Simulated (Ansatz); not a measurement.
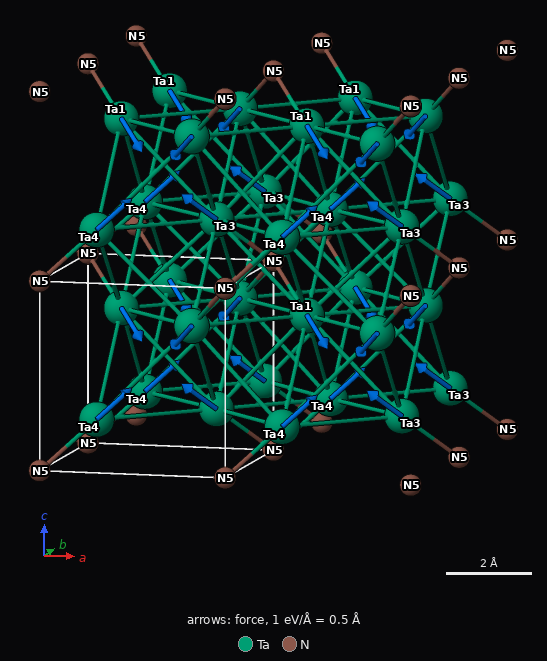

Starting geometry of crystalline Ta$_{4}$N (a generated structure, set up in P-43m) (coarse preliminary run) with the computed forces as blue arrows. The picture is a ball-and-stick view of the cell of the calculation, repeated 2 × 2 × 2 with one cell outlined, seen slightly off an axis.

Method: Ansatz 0.2.0, DFT PBE, scalar-relativistic, plane waves, PAW. Settings: plane-wave cutoff 420 eV; k-point mesh 4 × 4 × 4; occupations gaussian; smearing width 0.1 eV; no spin polarisation; cell and atoms relaxed; force threshold 0.04 eV/Å; at most 70 steps.

### Is this structure relaxed? If not, where do the atoms go?

It isn't relaxed: the largest force vector, on Ta atoms, is 2.43 eV/Å. The atoms end up moving mostly along the starting forces (cosine between the two patterns 1.00). After 2 accepted moves (3 points after the start) the energy has fallen by 176 meV per atom. Largest force component: 1.4 eV/Å at the start, 0.031 eV/Å at the end. Pressure: −8.97 GPa at the start and −0.22 GPa at the end. The SCF was repeated once at an unchanged geometry on a basis and grid sized afresh for the cell, which shifted the energy by 1.0 meV per atom at most. The largest moves relative to the cell, 0.11 Å, are those of Ta atoms. N stays in place. The drawn cell changes as follows: a = b = c 4.561 → 4.407 Å (−3.4 %); the volume changes by −9.8 %. Among the contacts that change: Ta–Ta 3.305 → 3.013 Å, Ta–Ta 3.226 → 3.118 Å, Ta–Ta 3.145 → 3.220 Å, N–Ta 1.926 → 1.972 Å. The space group stays P-43m (No. 215). The run took 11 s on 1 thread of Intel(R) Xeon(R) Platinum 8259CL CPU @ 2.50GHz (Skylake/Cascade Lake), with other jobs on the host, peak memory 0.39 GiB.
